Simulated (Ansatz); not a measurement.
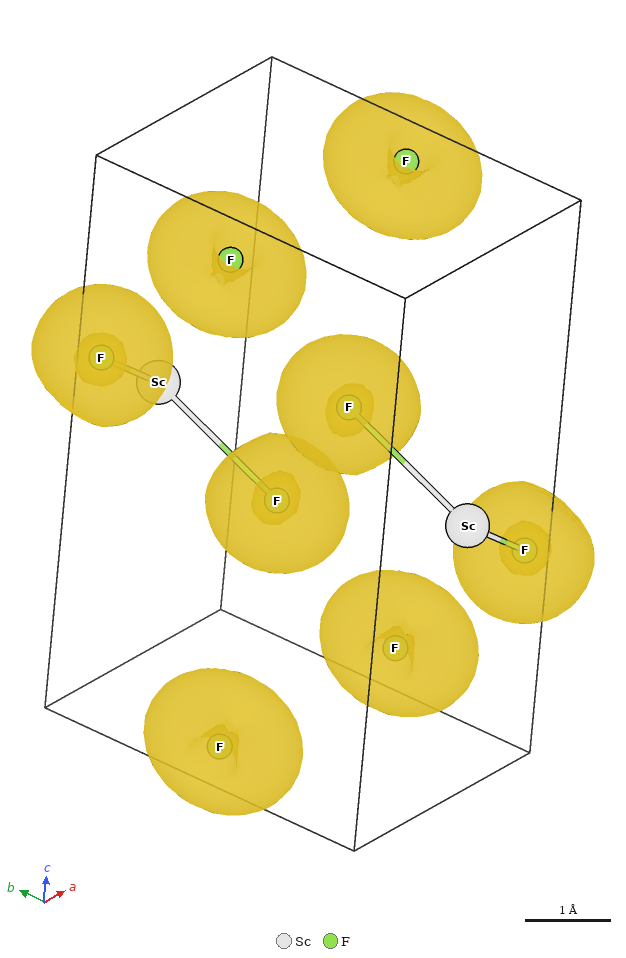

ScF$_{6}$. Isosurface of the ELF at 0.7 (yellow), seen at an oblique angle. Only the valence region is drawn (cores and ρ < 0.01 e/Å³ removed). Sticks mark near contacts.

Space group P-1; a generated structure, not necessarily the stable one; spin-polarised.

All numbers below come from Ansatz, DFT PBE, scalar-relativistic, plane waves, PAW.

In a PAW calculation such maps are meaningful between the atoms, not at the nuclei.

**Identify the bonds, lone pairs and shells in this picture.**

The ELF exceeds this value in six regions wrapped around F (the valence shell of each), counted in one cell of 7 atoms. Any copies at cell faces, edges or corners count once. Profiles from the grid: Sc–F (2.05 Å): the ELF peaks at about 0.80 in the valence shell of F, 0.6 Å from its nucleus, and drops to about 0.10 between the two atoms: no localised pair shows between them.
